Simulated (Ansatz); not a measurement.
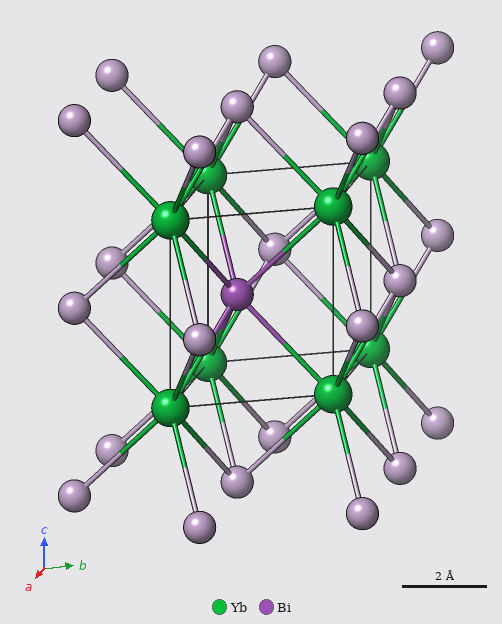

This ball-and-stick model is shown slightly off an axis. Atoms at the boundary of the conventional unit cell (the box) are drawn once for each face, edge or corner they touch. Bonded neighbours in the next cells are drawn too, in fainter colours.

YbBi, tungsten carbide (WC) type, space group P-6m2 (No. 187), a = 4.076 Å, b = 4.076 Å, c = 4.663 Å, α = 90.00°, β = 90.00°, γ = 120.00°. Its origin is a structure type filled with these elements by a generator (whether the compound takes this form wasn't checked). Earlier steps of the study, as a rule a relaxation of our own, may have changed the cell and positions, so they can lie some per cent off the listed ones. It was run through Ansatz as a DFT input.

This one geometry was computed with Ansatz (DFT, plane waves, PAW) at four levels of theory: PBE+U (U_eff = 6.00 eV on Yb f), PBE+U (U_eff = 3.00 eV on Yb f), PBE+U (U_eff = 1.00 eV on Yb f) and PBE+U (U_eff = 5.00 eV on Yb f).

Question: How does the band gap change with the level of theory?

Answer: All levels give a metal.

Question: Collect the results in a table.

Answer:
| level | cutoff (eV) | k-mesh of the run's cell | gap (eV) | pressure (GPa) | absolute moment (μB/atom) |
| --- | --- | --- | --- | --- | --- |
| PBE+U (U_eff = 6.00 eV on Yb f) | 420 | 8×8×8 | metal | 0.0 | 0.00 |
| PBE+U (U_eff = 3.00 eV on Yb f) | 420 | 8×8×8 | metal | -0.5 | 0.00 |
| PBE+U (U_eff = 1.00 eV on Yb f) | 420 | 8×8×8 | metal | -1.0 | 0.00 |
| PBE+U (U_eff = 5.00 eV on Yb f) | 420 | 8×8×8 | metal | -0.1 | 0.00 |

Gaps are taken on the k-mesh or band path of each run.
